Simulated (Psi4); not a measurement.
**AlH3Cl− (SMILES [AlH3-][Cl]): levels of theory compared**

We compute a comparison of 6 runs (HF/STO-3G, HF/3-21G, HF/def2-TZVP, B3LYP/6-31G*, UMP2.5/aug-cc-pVDZ, CCSD(T)/aug-cc-pVDZ) of AlH3Cl−. 

The results are computed with Psi4 1.11.

1 further run of the same task is left out (set aside as unsound or not needed).

**1. Starting point**

AlH3Cl− has 5 atoms, charge -1, and is taken as a singlet. SMILES: `[AlH3-][Cl]`. The shape comes from GFN2-xTB, which is rough for such elements, and wasn't checked as a minimum.

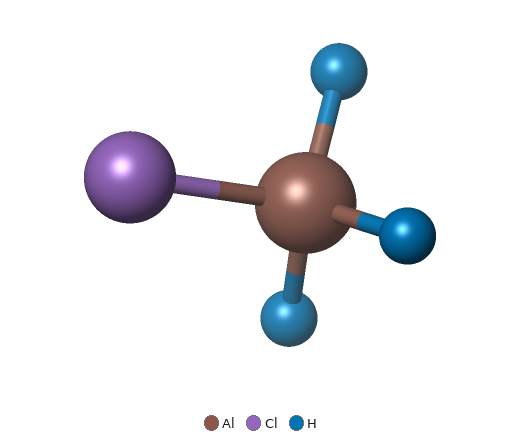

Viewed from a chosen angle; aluminium brown, chlorine purple, hydrogen blue.

**2. Energy and gradient at HF/STO-3G (run 1)**

job.dat

```
memory 1600 MB

molecule {
  -1 1
  Al     0.20628250    -0.00083148    -0.15590241
  Cl    -2.95311281    -0.00398732     2.23790816
  H      0.42724818     2.79394118    -1.33072624
  H     -0.30271523    -2.09081188    -2.30225334
  H      2.62229735    -0.69832939     1.55095492
  units bohr
  symmetry c1
  no_reorient
  no_com
}

set {
  basis         STO-3G
  puream        true
  e_convergence 1e-09
  d_convergence 1e-08
  scf_type      pk
}

e, wfn = gradient("scf", return_wfn=True)
oeprop(wfn, "DIPOLE", "QUADRUPOLE", "MULLIKEN_CHARGES")
```

On the command line:

```sh
$ psi4 job.dat job.out -n 1
```

job.out:

```text
[...]
  Running in c1 symmetry.
[...]
  Nuclear repulsion =   78.196689845815982
[...]
  Multiplicity = 1
[...]
  Nalpha       = 17
  Nbeta        = 17
[...]
    Number of basis functions: 21
[...]
   @RHF iter   1:  -695.29687219198570   -1.61685e+00   6.02419e-03 DIIS/ADIIS
[...]
   @RHF iter   7:  -695.30968812897470   -3.52429e-12   8.10795e-09 DIIS
[...]
  @RHF Final Energy:  -695.30968812897470
   => Energetics <=
    Nuclear Repulsion Energy =             78.1966898458159818
    One-Electron Energy =               -1132.4633653018581754
    Two-Electron Energy =                 358.9569873270674520
    Total Energy =                       -695.3096881289745852
[...]
  -Total Gradient:
     Atom            X                  Y                   Z
    ------   -----------------  -----------------  -----------------
       1       -0.054015753567    -0.000389375795     0.041008870306
       2        0.025509273184     0.000073764690    -0.019424228151
       3        0.002506127797     0.040042279971    -0.016282393370
       4       -0.007968029214    -0.029828592357    -0.030167673459
       5        0.033968381824    -0.009898076509     0.024865424649
[...]
 Multipole Moments:
 ------------------------------------------------------------------------------------
     Multipole            Electronic (a.u.)      Nuclear  (a.u.)        Total (a.u.)
 ------------------------------------------------------------------------------------
 L = 1.  Multiply by 2.5417464519 to convert [e a0] to [Debye]
 Dipole X            :         45.7237636          -44.7744150            0.9493487
 Dipole Y            :          0.0730008           -0.0737938           -0.0007930
 Dipole Z            :        -34.6542085           33.9356827           -0.7185258
 Magnitude           :                                                    1.1906061
 L = 2.  Multiply by 1.3450342976 to convert [e a0^2] to [Debye ang]
 Quadrupole XX       :       -181.5665246          155.9586826          -25.6078420
 Quadrupole XY       :         -0.1996044            0.1933449           -0.0062595
[...]
  Mulliken Charges: (a.u.)
   Center  Symbol    Alpha    Beta     Spin     Total
       1    AL     6.08841  6.08841  0.00000  0.82318
       2    CL     8.83276  8.83276  0.00000 -0.66551
       3     H     0.69300  0.69300  0.00000 -0.38600
       4     H     0.69290  0.69290  0.00000 -0.38581
       5     H     0.69293  0.69293  0.00000 -0.38585
   Total alpha = 17.00000, Total beta = 17.00000, Total charge = -1.00000
    Psi4 run time: 0:00:00.43
```

Wall time 1.2 s (1 thread of AMD EPYC 9R45 (Zen 5), shared host); peak memory 0.18 GiB.

**3. A single-point energy at HF/3-21G (run 2)**

alclh3.xyz

```xyz
5
AlClH3
Al     0.109160    -0.000440    -0.082500
Cl    -1.562720    -0.002110     1.184250
H      0.226090     1.478490    -0.704190
H     -0.160190    -1.106410    -1.218300
H      1.387660    -0.369540     0.820730
```

run.py

```python
import psi4

psi4.set_memory('1600 MB')
psi4.set_num_threads(1)
psi4.core.set_output_file('alclh3.out', False)

with open('alclh3.xyz') as f:
    atoms = ''.join(f.readlines()[2:])
m = psi4.geometry('-1 1\n' + atoms + 'symmetry c1')

psi4.set_options({
    'reference': 'rhf',
    'puream': True,
    'e_convergence': 1e-09,
    'd_convergence': 1e-08,
    'scf_type': 'pk',
})

result, w = psi4.energy("hf/3-21G", return_wfn=True)
psi4.oeprop(w, "MAYER_INDICES", "DIPOLE", "MULLIKEN_CHARGES", title="HF")
print('E =', round(result, 9))
```

On the command line:

```sh
$ python run.py
```

alclh3.out:

```text
[...]
  Running in c1 symmetry.
[...]
  Nuclear repulsion =   78.196689782907086
[...]
  Multiplicity = 1
[...]
  Nalpha       = 17
  Nbeta        = 17
[...]
    Number of basis functions: 32
[...]
   @RHF iter   1:  -699.68603989876976   -6.57187e-01   5.12862e-03 DIIS/ADIIS
[...]
   @RHF iter   9:  -699.70430104307184   -9.09495e-13   1.55389e-09 DIIS
[...]
    Orbital Energies [Eh]
    ---------------------
    Doubly Occupied:
       1A   -103.867682     2A    -57.842912     3A    -10.262990
       4A     -7.726516     5A     -7.723293     6A     -7.723292
       7A     -4.654234     8A     -2.959902     9A     -2.957152
      10A     -2.957152    11A     -0.868784    12A     -0.392028
      13A     -0.274847    14A     -0.274801    15A     -0.268021
      16A     -0.198991    17A     -0.198841
[...]
  @RHF Final Energy:  -699.70430104307184
   => Energetics <=
    Nuclear Repulsion Energy =             78.1966897829070859
    One-Electron Energy =               -1133.4991105573647019
    Two-Electron Energy =                 355.5981197313859070
    Total Energy =                       -699.7043010430718368
[...]
 Multipole Moments:
 ------------------------------------------------------------------------------------
     Multipole            Electronic (a.u.)      Nuclear  (a.u.)        Total (a.u.)
 ------------------------------------------------------------------------------------
 L = 1.  Multiply by 2.5417464519 to convert [e a0] to [Debye]
 Dipole X            :         -4.0335298            3.4416347           -0.5918951
 Dipole Y            :         -0.0091468            0.0059608           -0.0031860
 Dipole Z            :          3.0580836           -2.6086279            0.4494557
 Magnitude           :                                                    0.7432095
[...]
  Mulliken Charges: (a.u.)
   Center  Symbol    Alpha    Beta     Spin     Total
       1    AL     6.12463  6.12463  0.00000  0.75074
       2    CL     8.84723  8.84723  0.00000 -0.69445
       3     H     0.67603  0.67603  0.00000 -0.35207
       4     H     0.67604  0.67604  0.00000 -0.35209
       5     H     0.67607  0.67607  0.00000 -0.35213
   Total alpha = 17.00000, Total beta = 17.00000, Total charge = -1.00000
  Mayer Bond Indices:
[...]
```

Standard output:

```text
E = -699.704301043
```

Run time: 1.4 s. Hardware: 1 thread of AMD EPYC 9R45 (Zen 5), shared host; peak memory 0.18 GiB.

Runs 3 to 5 aren't shown in full; the table further down has their settings and results.

**4. The energy at CCSD(T)/aug-cc-pVDZ (run 6)**

calc.in

```
memory 1.6 GB

molecule {
  -1 1
  Al
  Cl 1 r2
  H 1 r3 2 a3
  H 1 r4 3 a4 2 d4
  H 1 r5 4 a5 3 d5

  r2 = 2.09758
  r3 = 1.608541
  a3 = 106.98249
  r4 = 1.60803
  a4 = 111.81093
  d4 = 116.84891
  r5 = 1.608298
  a5 = 111.83844
  d5 = -126.15959
  symmetry c1
}

set basis aug-cc-pVDZ
set puream true
set e_convergence 1e-09
set d_convergence 1e-08
set scf_type pk
set num_frozen_docc 10

E, wfn = energy('ccsd(t)', return_wfn=True)
```

On the command line:

```sh
$ psi4 -n 1 calc.in calc.out
```

calc.out:

```text
[...]
  Running in c1 symmetry.
[...]
  Nuclear repulsion =   78.196684591081265
[...]
  Multiplicity = 1
[...]
  Nalpha       = 17
  Nbeta        = 17
[...]
    Number of basis functions: 81
[...]
   @RHF iter   1:  -703.22676598576595   -6.32661e-01   2.33770e-03 DIIS/ADIIS
[...]
   @RHF iter  10:  -703.25830770738105   -2.50111e-12   1.49490e-09 DIIS
[...]
    Orbital Energies [Eh]
    ---------------------
    Doubly Occupied:
       1A   -104.608977     2A    -58.259559     3A    -10.339233
       4A     -7.806207     5A     -7.804299     6A     -7.804298
       7A     -4.673924     8A     -2.989949     9A     -2.987471
      10A     -2.987470    11A     -0.877529    12A     -0.392293
      13A     -0.282461    14A     -0.282424    15A     -0.278987
      16A     -0.203146    17A     -0.202992
[...]
  @RHF Final Energy:  -703.25830770738105
   => Energetics <=
    Nuclear Repulsion Energy =             78.1966845910812651
    One-Electron Energy =               -1137.3475449478651171
    Two-Electron Energy =                 355.8925526494027736
    Total Energy =                       -703.2583077073810500
[...]
 Multipole Moments:
 ------------------------------------------------------------------------------------
     Multipole            Electronic (a.u.)      Nuclear  (a.u.)        Total (a.u.)
 ------------------------------------------------------------------------------------
 L = 1.  Multiply by 2.5417464519 to convert [e a0] to [Debye]
 Dipole X            :         -0.0000220           -0.0000462           -0.0000682
 Dipole Y            :         -0.0050587            0.0026375           -0.0024212
 Dipole Z            :          5.4924547           -4.3185437            1.1739110
 Magnitude           :                                                    1.1739135
[...]
      * MP2 total energy                      = -703.505106178125743
[...]
      * CCSD total energy                     = -703.540890023518955
[...]
      * CCSD(T) total energy                  = -703.547060993007221
[...]
```

Run time: 12 s. Hardware: 1 thread of AMD EPYC 9R45 (Zen 5), shared host; peak memory 0.48 GiB.

**5. All runs side by side**

| run | level | task | integration grid | energy (Eh) | HOMO energy (eV) | LUMO energy (eV) | HOMO–LUMO gap (eV) | wall time |
| --- | --- | --- | --- | --- | --- | --- | --- | --- |
| 1 | HF/STO-3G | gradient | – | -695.309688 | -2.14 | 20.19 | 22.32 | 1.2 s |
| 2 | HF/3-21G | energy | – | -699.704301 | -5.41 | 8.26 | 13.67 | 1.4 s |
| 3 | HF/def2-TZVP | energy | – | -703.275541 | -5.48 | 7.96 | 13.44 | 2.2 s |
| 4 | B3LYP/6-31G* (spherical functions) | gradient | 99 radial × 590 angular | -704.535446 | -1.99 | 5.38 | 7.37 | 4.8 s |
| 5 | UMP2.5/aug-cc-pVDZ | energy | – | -703.520984 | -5.52 | 3.47 | 8.99 | 9.3 s |
| 6 | CCSD(T)/aug-cc-pVDZ | energy | – | -703.547061 | -5.52 | 3.47 | 8.99 | 12 s |

**6. Outcome**

```
                                                    quantity          value
                                         run 6: total energy  -703.54706 Eh
                  run 6: HOMO energy (Hartree–Fock orbitals)       -5.52 eV
                  run 6: LUMO energy (Hartree–Fock orbitals)        3.47 eV
run 6: HOMO–LUMO gap (to an unbound level, set by the basis)        8.99 eV
         run 6: correlation energy (10 core orbitals frozen)     -288.8 mEh
                                       run 6: (T) correction      -6.17 mEh
                                        run 6: T1 diagnostic          0.008
```

What this shows: Over runs 1, 2, 3, 4 the HOMO–LUMO gap runs from 7.37 eV (B3LYP/6-31G*) to 22.32 eV (HF/STO-3G). The two ends differ in method and basis. The empty levels of an anion lie above zero and hang on the basis. In run 1 the basis is minimal, so the values are rough. All runs together took 31 s, the longest 12 s.
